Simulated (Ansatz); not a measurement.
The starting structures come from a database of crystals and need not be the phases stable at ambient conditions.

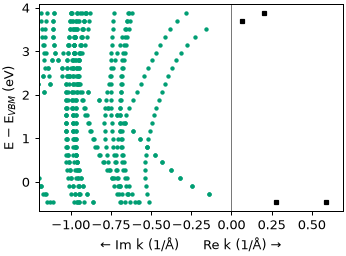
*Complex bands at the centre of the two-dimensional zone; r2SCAN run with Ansatz (a program for electronic structure)*

The gap is the functional's own, uncorrected, and κ follows it; spin-orbit coupling is left out. Mid-gap values are interpolated between the computed energies.

Task: This is Rb₃TlF₆ (I4/mmm, not sure to be the ambient phase, 10 atoms a cell, 24.0 Å³ an atom, -2 GPa at this level) along the normal of (100). Read off the slowest decay at the centre of the two-dimensional zone at 1.89 eV, the computed energy nearest the middle of the gap.

Result: κ ≈ 0.45 1/Å, a decay length 1/(2κ) of the density of 1.1 Å.
